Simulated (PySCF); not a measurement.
# C₁₀H₁₀Si: excited states, first hyperpolarisability

Wanted: excited states, first hyperpolarisability for C₁₀H₁₀Si (`[SiH3]c1ccc2cccc-2cc1`).

Programs: PySCF 2.14.0, with routines of our own; each step states its level. All values are computed. Atoms count from 0.

### 1 The system as given

21 atoms, charge 0, multiplicity 1; geometry from: GFN2-xTB.

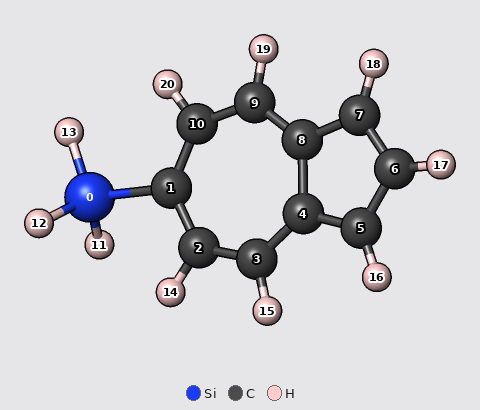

The starting geometry (silicon blue, carbon dark grey, hydrogen pink).

### 2 Optimising the geometry at PBE0-D3(BJ)/def2-SVP

The job: settings as JSON, then the geometry in Å.

```
{"job": {"xc": "PBE0", "basis": "def2-SVP", "d3": "d3bj", "grid": 2, "kind": "geom"}, "charge": 0, "multiplicity": 1}
Si     3.610528     0.165758    -0.360837
C      1.721535     0.107750    -0.175558
C      1.215128    -1.061401     0.395715
C     -0.090859    -1.437484     0.663869
C     -1.260802    -0.736953     0.432887
C     -2.554461    -1.167377     0.728332
C     -3.454960    -0.175676     0.347030
C     -2.760691     0.900651    -0.195729
C     -1.394295     0.612931    -0.170643
C     -0.377997     1.433092    -0.621006
C      0.990606     1.207180    -0.622050
H      4.220205    -0.076939     0.948532
H      4.018206    -0.888358    -1.293051
H      4.011415     1.476432    -0.871335
H      1.964821    -1.794081     0.676225
H     -0.220033    -2.414523     1.119444
H     -2.808167    -2.109945     1.178205
H     -4.524132    -0.234073     0.456361
H     -3.196526     1.807921    -0.572189
H     -0.700665     2.385409    -1.029858
H      1.582224     2.016628    -1.034813
```

Command:

```console
$ OMP_NUM_THREADS=1 python excited_run.py task.json out
```

One launch serves the whole session: the jobs run in the order shown.

The program printed:

```text
step   0  E = -675.59506679  max force = 0.016789
step   1  E = -675.59801280  max force = 0.002161
step   2  E = -675.59802483  max force = 0.001156
step   3  E = -675.59802114  max force = 0.001778
step   4  E = -675.59803094  max force = 0.000672
step   5  E = -675.59803235  max force = 0.000238
optimisation converged
```

Wall time 2.6 min (1 thread of Arm Neoverse V2, shared host); peak memory 0.98 GiB.

Along the way:

| step | energy from step 0 (eV) | largest force component (eV/Å) |
| --- | --- | --- |
| 0 | 0.0000 | 0.8633 |
| 1 | -0.0802 | 0.1111 |
| 2 | -0.0805 | 0.0594 |
| 3 | -0.0804 | 0.0914 |
| 4 | -0.0807 | 0.0346 |
| 5 | -0.0807 | 0.0122 |

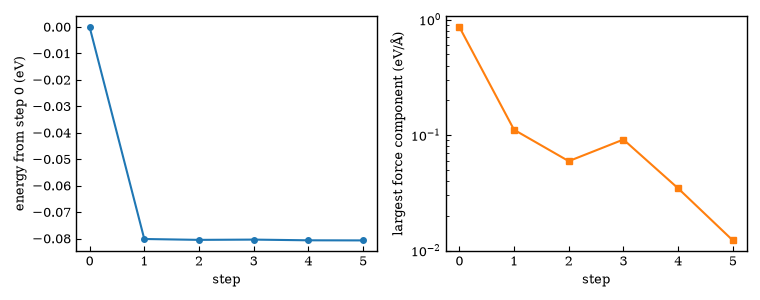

Energy and largest force along the relaxation.

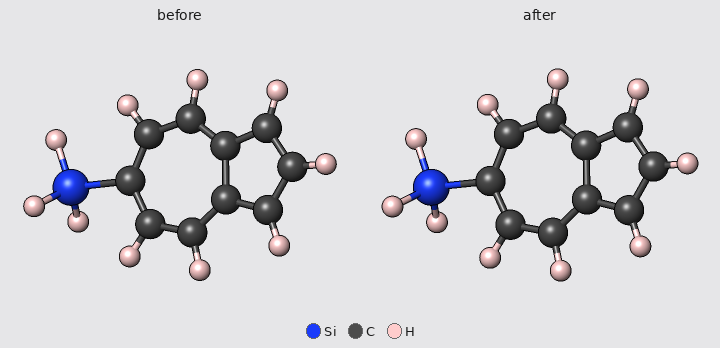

The geometry before (left) and after (right).

Close pairs (by a distance rule), those that changed most:

| bond | before (Å) | after (Å) | change (Å) |
| --- | --- | --- | --- |
| Si0–H12 | 1.465 | 1.496 | +0.031 |
| Si0–H11 | 1.465 | 1.495 | +0.031 |
| Si0–H13 | 1.463 | 1.493 | +0.031 |
| C6–H17 | 1.076 | 1.092 | +0.015 |
| C7–H18 | 1.075 | 1.090 | +0.015 |
| C5–H16 | 1.075 | 1.090 | +0.015 |
| C5–C6 | 1.393 | 1.405 | +0.013 |
| C9–C10 | 1.387 | 1.399 | +0.011 |

The end geometry stands in the next job.

| at the end point | value |
| --- | --- |
| point group (found at 0.08 Å tolerance) | C1 |
| rotational constants (GHz, main isotopes) | 2.770, 0.561, 0.469 |
| dipole moment (D) | 0.19 |

### 3 Excited states: TDA CAM-B3LYP/def2-SVPD

The job: settings as JSON, then the geometry in Å.

```
{"job": {"kind": "states", "xc": "CAM-B3LYP", "basis": "def2-SVPD", "tda": true, "soc": true, "nstates": 6, "ntriplets": 5, "nquad": 4}, "charge": 0, "multiplicity": 1}
Si     3.669775     0.192618    -0.445539
C      1.790031     0.131302    -0.252415
C      1.282558    -1.046451     0.323992
C     -0.035315    -1.412960     0.593723
C     -1.211354    -0.704993     0.363128
C     -2.510397    -1.138827     0.662379
C     -3.412570    -0.133339     0.275143
C     -2.714364     0.951100    -0.273081
C     -1.341375     0.651990    -0.244348
C     -0.315536     1.471269    -0.696893
C      1.064403     1.244002    -0.701148
H      4.332848    -0.054471     0.871865
H      4.130111    -0.868980    -1.393641
H      4.081370     1.529715    -0.967949
H      2.025992    -1.799507     0.610601
H     -0.168601    -2.398838     1.053353
H     -2.764181    -2.095740     1.117955
H     -4.497057    -0.189324     0.385351
H     -3.147929     1.873424    -0.658899
H     -0.636365     2.434492    -1.109590
H      1.656154     2.064696    -1.119258
```

With the program's defaults for keys left out, this is: TDA CAM-B3LYP/def2-SVPD excited states, vertical, gas phase, spin-orbit mean-field couplings.

The program printed:

```text
coarse grid: 18688 points
cycle   1  E = -675.7824562834  dE =  2.035e+00  |g| = 3.352e-01  |ddm| = 2.005e+01
cycle   2  E = -675.7986951783  dE = -1.624e-02  |g| = 2.837e-01  |ddm| = 3.232e+00
cycle   3  E = -675.8188272327  dE = -2.013e-02  |g| = 1.065e-01  |ddm| = 1.187e+00
cycle   4  E = -675.8216167328  dE = -2.790e-03  |g| = 4.707e-02  |ddm| = 4.767e-01
cycle   5  E = -675.8222603517  dE = -6.436e-04  |g| = 6.667e-03  |ddm| = 2.127e-01
cycle   6  E = -675.8222722137  dE = -1.186e-05  |g| = 2.483e-03  |ddm| = 3.282e-02
cycle   7  E = -675.8222740310  dE = -1.817e-06  |g| = 4.827e-04  |ddm| = 1.141e-02
final grid: 177728 points
cycle   8  E = -675.9422533249  dE = -4.123e-05  |g| = 3.073e-03  |ddm| = 2.869e-01
cycle   9  E = -675.9422543465  dE = -1.022e-06  |g| = 2.644e-03  |ddm| = 3.393e-02
cycle  10  E = -675.9422562495  dE = -1.903e-06  |g| = 4.405e-04  |ddm| = 1.418e-02
cycle  11  E = -675.9422563034  dE = -5.389e-08  |g| = 2.571e-04  |ddm| = 2.398e-03
cycle  12  E = -675.9422563307  dE = -2.734e-08  |g| = 8.544e-05  |ddm| = 1.097e-03
cycle  13  E = -675.9422563363  dE = -5.612e-09  |g| = 4.304e-05  |ddm| = 4.004e-04
cycle  14  E = -675.9422563406  dE = -4.277e-09  |g| = 2.376e-05  |ddm| = 3.760e-04
cycle  15  E = -675.9422563421  dE = -1.473e-09  |g| = 9.970e-06  |ddm| = 2.782e-04
cycle  16  E = -675.9422563422  dE = -1.205e-10  |g| = 4.549e-06  |ddm| = 7.694e-05
converged SCF energy = -675.9422563422

Singlet excitations
state   eV       nm        f     d(h-e)  d(exc)  Lambda  PR(NTO)  |dmu|/D   mu/D   main configurations
  1   2.4498   506.1   0.01332   0.968   3.371   0.574   1.115    2.178    1.789   H->L 0.93
  2   3.8293   323.8   0.00025   0.993   3.502   0.826   2.050    2.277    1.888   H-1->L 0.49, H->L+1 0.49
  3   4.9324   251.4   0.07250   0.708   3.408   0.717   1.652    1.358    0.971   H-1->L+1 0.74, H-2->L 0.19
  4   5.5547   223.2   2.32265   0.839   3.500   0.793   2.279    0.038    0.414   H-1->L 0.43, H->L+1 0.43
  5   5.5809   222.2   0.03751   0.900   3.420   0.555   1.046                     H-3->L 0.94
  6   5.6649   218.9   0.00001   1.734   4.621   0.234   1.025                     H->L+2 0.77, H->L+5 0.10, H->L+3 0.08

Triplet excitations (Tamm-Dancoff)
state   eV     d(h-e)  d(exc)  Lambda  PR(NTO)   main configurations
  1   1.9346   0.866   3.379   0.566   1.010   H->L 0.99
  2   2.3938   0.529   3.179   0.817   2.136   H->L+1 0.50, H-1->L 0.45
  3   2.7984   0.712   3.420   0.827   2.002   H-1->L 0.51, H->L+1 0.47
  4   3.8939   0.626   3.407   0.725   1.070   H-1->L+1 0.95
  5   4.6343   0.020   2.883   0.720   1.168   H-2->L 0.91
S1 - T1 = 0.5152 eV

Spin-orbit couplings |<S|Hso|T>| (cm-1)
             T1       T2       T3       T4       T5
S0        0.037    0.016    0.011    0.120    0.056
S1        0.002    0.034    0.024    0.001    0.003
S2        0.039    0.005    0.004    0.038    0.031
S3        0.003    0.034    0.042    0.013    0.002
S4        0.230    0.183    0.241    0.058    0.045
S5        1.342    1.703    1.885    0.084    0.472
S6        2.086    1.092    0.946    0.089    0.316
T1 sublevels (cm-1): 0.000 0.000 0.000   radiative rates (1/s): 0.00031 0.000987 0.000272
```

Run time: 2.4 min. Hardware: 1 thread of Arm Neoverse V2, shared host; peak memory 1.4 GiB.

Key values:

| quantity | value |
| --- | --- |
| S1 less T1 | 0.52 eV |

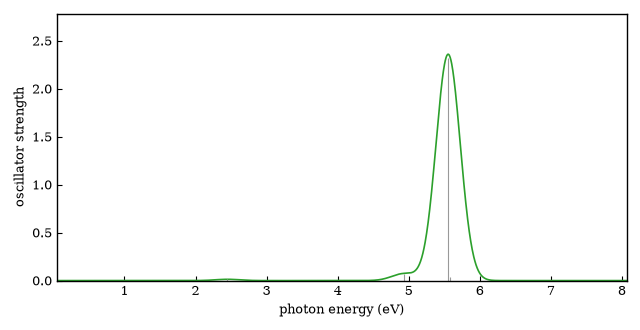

Absorption lines of the singlets. Lines are broadened to a width of 0.40 eV (Gaussian).

Orbitals, density, ELF and potential are computed afterwards from the orbital file.

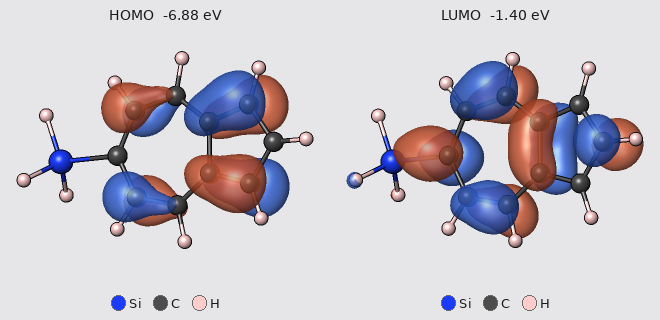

CAM-B3LYP/def2-SVPD orbitals near the gap, drawn at the value that encloses 70 % of each; the two colours are the two signs.

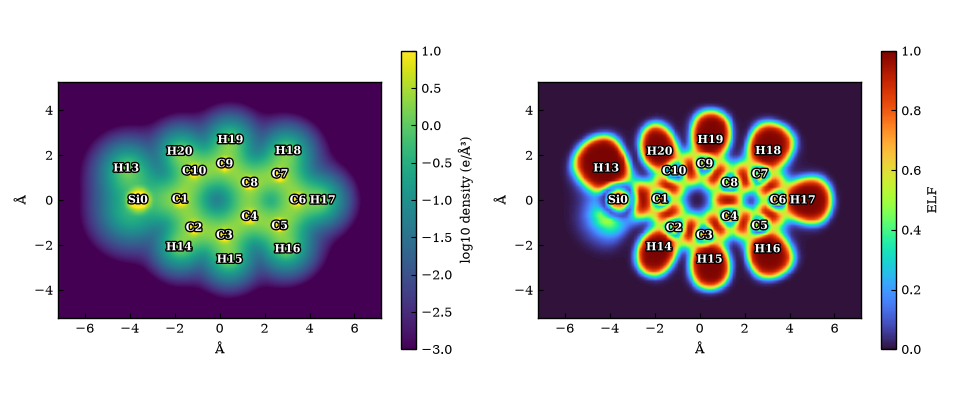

Density (left) and ELF (right) in a plane through or near 19 of the atoms.

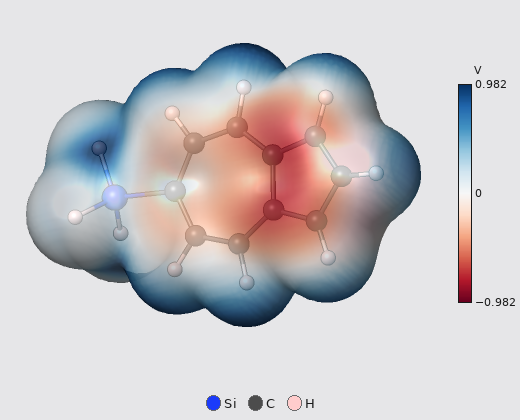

Electrostatic potential on the surface of density 0.002 e/bohr³; red is low, blue high. It runs from -0.74 V near C6 to 0.98 V near H14.

### 4 Excited states: TDDFT CAM-B3LYP/def2-SVPD

The job, as its differences from that of step 3:

```diff
@@ -1,2 +1,2 @@
-{"job": {"kind": "states", "xc": "CAM-B3LYP", "basis": "def2-SVPD", "tda": true, "soc": true, "nstates": 6, "ntriplets": 5, "nquad": 4}, "charge": 0, "multiplicity": 1}
+{"job": {"kind": "states", "xc": "CAM-B3LYP", "basis": "def2-SVPD", "tpa": true, "nstates": 8, "nquad": 6, "ntriplets": 0}, "charge": 0, "multiplicity": 1}
 Si     3.669775     0.192618    -0.445539
```

Level: TDDFT CAM-B3LYP/def2-SVPD excited states, vertical, gas phase, two-photon moments by quadratic response.

The program printed:

```text
coarse grid: 18688 points
cycle   1  E = -675.7824562834  dE =  2.035e+00  |g| = 3.352e-01  |ddm| = 2.005e+01
cycle   2  E = -675.7986951783  dE = -1.624e-02  |g| = 2.837e-01  |ddm| = 3.232e+00
cycle   3  E = -675.8188272327  dE = -2.013e-02  |g| = 1.065e-01  |ddm| = 1.187e+00
cycle   4  E = -675.8216167328  dE = -2.790e-03  |g| = 4.707e-02  |ddm| = 4.767e-01
cycle   5  E = -675.8222603517  dE = -6.436e-04  |g| = 6.667e-03  |ddm| = 2.127e-01
cycle   6  E = -675.8222722137  dE = -1.186e-05  |g| = 2.483e-03  |ddm| = 3.282e-02
cycle   7  E = -675.8222740310  dE = -1.817e-06  |g| = 4.827e-04  |ddm| = 1.141e-02
final grid: 177728 points
cycle   8  E = -675.9422533249  dE = -4.123e-05  |g| = 3.073e-03  |ddm| = 2.869e-01
cycle   9  E = -675.9422543465  dE = -1.022e-06  |g| = 2.644e-03  |ddm| = 3.393e-02
cycle  10  E = -675.9422562495  dE = -1.903e-06  |g| = 4.405e-04  |ddm| = 1.418e-02
cycle  11  E = -675.9422563034  dE = -5.389e-08  |g| = 2.571e-04  |ddm| = 2.398e-03
cycle  12  E = -675.9422563307  dE = -2.734e-08  |g| = 8.544e-05  |ddm| = 1.097e-03
cycle  13  E = -675.9422563363  dE = -5.612e-09  |g| = 4.304e-05  |ddm| = 4.004e-04
cycle  14  E = -675.9422563406  dE = -4.277e-09  |g| = 2.376e-05  |ddm| = 3.760e-04
cycle  15  E = -675.9422563421  dE = -1.473e-09  |g| = 9.970e-06  |ddm| = 2.782e-04
cycle  16  E = -675.9422563422  dE = -1.205e-10  |g| = 4.549e-06  |ddm| = 7.694e-05
converged SCF energy = -675.9422563422

Singlet excitations
state   eV       nm        f     d(h-e)  d(exc)  Lambda  PR(NTO)  |dmu|/D   mu/D   delta(TPA)   sigma/GM   main configurations
  1   2.3077   537.3   0.00775   0.896   3.350   0.577   1.184    2.288    1.899        1.21      0.002   H->L 0.97
  2   3.6776   337.1   0.00028   0.938   3.478   0.822   2.087    2.178    1.790        2.90      0.014   H->L+1 0.50, H-1->L 0.49
  3   4.7169   262.9   0.07152   0.587   3.394   0.718   1.459    1.468    1.080      884.45      7.209   H-1->L+1 0.84, H-2->L 0.11
  4   4.9379   251.1   1.40200   0.859   3.439   0.788   2.359    0.725    0.344      197.86      1.767   H-1->L 0.47, H->L+1 0.47
  5   5.5556   223.2   0.00267   0.937   3.421   0.552   1.033    2.849    3.238        3.01      0.034   H-3->L 0.96
  6   5.6632   218.9   0.00000   1.734   4.622   0.234   1.025    4.627    4.240        2.70      0.032   H->L+2 0.77, H->L+5 0.10, H->L+3 0.08
  7   6.0621   204.5   0.18888   0.086   3.087   0.706   1.561                                            H-2->L 0.82, H-1->L+1 0.08
  8   6.1955   200.1   0.00072   0.449   4.451   0.279   1.042                                            H->L+4 0.94
```

Run time: 3 min. Hardware: 1 thread of Arm Neoverse V2, shared host; peak memory 1.5 GiB.

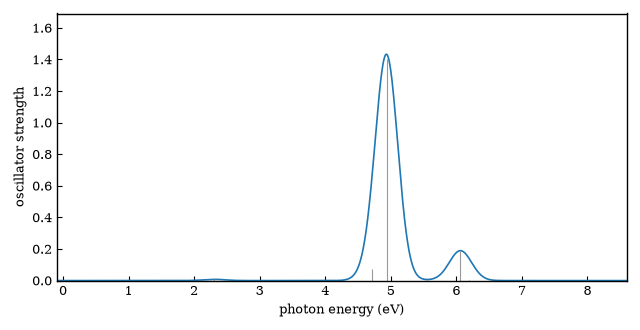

Absorption lines of the singlets. Lines are broadened to a width of 0.40 eV (Gaussian).

### 5 First hyperpolarisability: quadratic response CAM-B3LYP/def2-SVPD

The job, as its differences from that of step 4:

```diff
@@ -1,2 +1,2 @@
-{"job": {"kind": "states", "xc": "CAM-B3LYP", "basis": "def2-SVPD", "tpa": true, "nstates": 8, "nquad": 6, "ntriplets": 0}, "charge": 0, "multiplicity": 1}
+{"job": {"kind": "beta", "xc": "CAM-B3LYP", "basis": "def2-SVPD"}, "charge": 0, "multiplicity": 1}
 Si     3.669775     0.192618    -0.445539
```

Method: quadratic response CAM-B3LYP/def2-SVPD first hyperpolarisability, Taylor convention, gas phase.

The program printed:

```text
coarse grid: 18688 points
cycle   1  E = -675.7824562834  dE =  2.035e+00  |g| = 3.352e-01  |ddm| = 2.005e+01
cycle   2  E = -675.7986951783  dE = -1.624e-02  |g| = 2.837e-01  |ddm| = 3.232e+00
cycle   3  E = -675.8188272327  dE = -2.013e-02  |g| = 1.065e-01  |ddm| = 1.187e+00
cycle   4  E = -675.8216167328  dE = -2.790e-03  |g| = 4.707e-02  |ddm| = 4.767e-01
cycle   5  E = -675.8222603517  dE = -6.436e-04  |g| = 6.667e-03  |ddm| = 2.127e-01
cycle   6  E = -675.8222722137  dE = -1.186e-05  |g| = 2.483e-03  |ddm| = 3.282e-02
cycle   7  E = -675.8222740310  dE = -1.817e-06  |g| = 4.827e-04  |ddm| = 1.141e-02
final grid: 177728 points
cycle   8  E = -675.9422533249  dE = -4.123e-05  |g| = 3.073e-03  |ddm| = 2.869e-01
cycle   9  E = -675.9422543465  dE = -1.022e-06  |g| = 2.644e-03  |ddm| = 3.393e-02
cycle  10  E = -675.9422562495  dE = -1.903e-06  |g| = 4.405e-04  |ddm| = 1.418e-02
cycle  11  E = -675.9422563034  dE = -5.389e-08  |g| = 2.571e-04  |ddm| = 2.398e-03
cycle  12  E = -675.9422563307  dE = -2.734e-08  |g| = 8.544e-05  |ddm| = 1.097e-03
cycle  13  E = -675.9422563363  dE = -5.612e-09  |g| = 4.304e-05  |ddm| = 4.004e-04
cycle  14  E = -675.9422563406  dE = -4.277e-09  |g| = 2.376e-05  |ddm| = 3.760e-04
cycle  15  E = -675.9422563421  dE = -1.473e-09  |g| = 9.970e-06  |ddm| = 2.782e-04
cycle  16  E = -675.9422563422  dE = -1.205e-10  |g| = 4.549e-06  |ddm| = 7.694e-05
converged SCF energy = -675.9422563422

Lowest singlets (eV, f): 2.3077 0.0077  3.6776 0.0003  4.7169 0.0715

First hyperpolarisability (au)
process     nm      |vector|   parallel      HRS      DR
static         -      700.39    -419.37     285.49   5.279
shg       1907.0      761.50    -455.95     309.81    5.44
eope      1907.0      719.53    -430.83          -       -
eope      1064.0      766.56    -458.97          -       -
```

It took 2.3 min on 1 thread of Arm Neoverse V2, shared host; peak memory 1.5 GiB.

Warnings kept with the result: second harmonic within 0.3 eV of the first excitation or beyond it: left out.

### 6 Results

| quantity | value |
| --- | --- |
| point group | C1 |
| rotational constants (main isotopes) | 2.77, 0.56, 0.47 GHz |
| S1 less T1 (step 3, TDA CAM-B3LYP/def2-SVPD) | 0.52 eV |
| surface potential, least and greatest | -0.74 V and 0.98 V |
| β vector (step 5, quadratic response CAM-B3LYP/def2-SVPD) | static 700, SHG 1907.0 nm 762 au |

Over 5 steps the energy fell by 0.081 eV; of the close pairs, Si0–H12 changed most, 1.465 to 1.496 Å. In step 3, the number of triplets below S1 is 2, and the largest singlet-triplet spin-orbit coupling is S6–T1, 2.09 cm⁻¹. At CAM-B3LYP/def2-SVPD, counted by nearest atom on the grid, the HOMO lies on C5, C7 about 21 % each; C2, C10 about 11 % each, the LUMO on C1 19 %; 4 C atoms about 11 % each. β grows from 700 au (static) to 762 au for doubling at 1907.0 nm: normal dispersion, which grows as twice the photon energy moves toward the bright states.
